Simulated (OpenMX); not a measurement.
GeW

```
Ge W
1.0
     2.68071   -2.68071    0.00000
     2.68071    2.68071    0.00000
     0.00000    0.00000    5.15522
Ge W
2 2
Direct
  0.50000 0.50000 0.00000
  0.00000 0.00000 0.50000
  0.00000 0.00000 0.00000
  0.50000 0.50000 0.50000
```

Space group I4/mmm; a generated structure, not necessarily the stable one; computed pressure about −9 GPa in this cell.

Theory: Kohn-Sham DFT of a periodic cell, PBE, OpenMX 2013 PBE set in OpenMX 3.8.5.

### Predict the valence pseudo-density between the atoms.

Ge–W (2.68 Å): ρ is about 0.34 e/Å³ halfway.

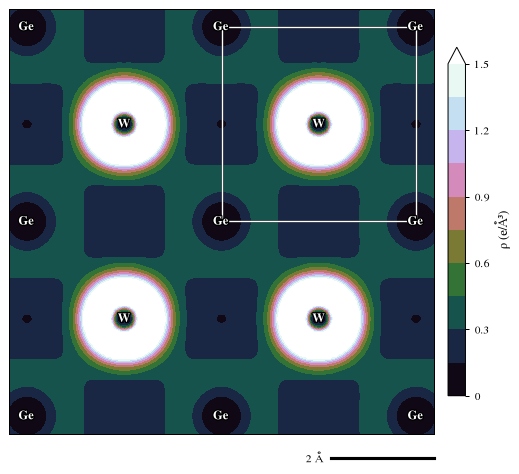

Computed valence pseudo-density on the (001) plane of the conventional cell. 

Core electrons are replaced by pseudopotentials, and the valence fields are smoothed inside the atomic spheres.
